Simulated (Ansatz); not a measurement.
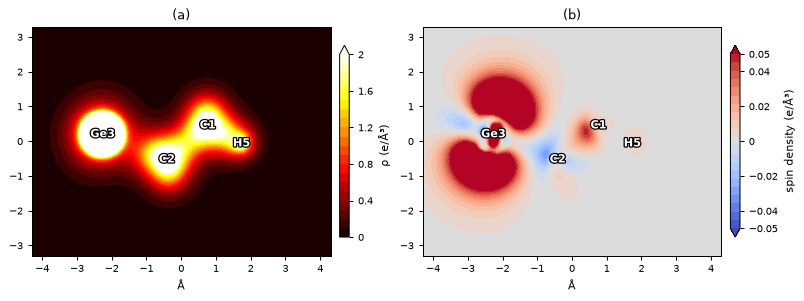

The picture shows: C₂H₅Ge (SMILES C[CH2][Ge]) (doublet). (a) total electron density; (b) spin density (α minus β) on the plane of atoms C1, C2 and Ge3.

Geometry: r2SCAN-D4/def2-SVP.

Theory: isolated molecule in a Gaussian basis; Kohn-Sham density functional theory, functional PBE0 (Ansatz).

```xyz
8

C     0.4802   -0.2074    0.3272
C     1.4674   -1.3148    0.6965
Ge    3.0571   -1.6161   -0.4721
H     0.9564    0.7856    0.3690
H    -0.3885   -0.1818    1.0081
H     0.0943   -0.3349   -0.6970
H     1.8243   -1.2108    1.7404
H     0.9703   -2.3103    0.6867
```

Q: Interpret the plot.

A:
- The plane passes through C, Ge and H nuclei.
- C–C (1.53 Å): the density is about 1.6 e/Å³ at the midpoint.
- C–Ge (2.00 Å): ρ at the midpoint is about 0.82 e/Å³.
- C–H (1.10 Å): the density is about 1.9 e/Å³ at the midpoint.
- The unpaired spin (1 electron) lies mostly on Ge3 (about 0.9), in electrons by Hirshfeld's partition.
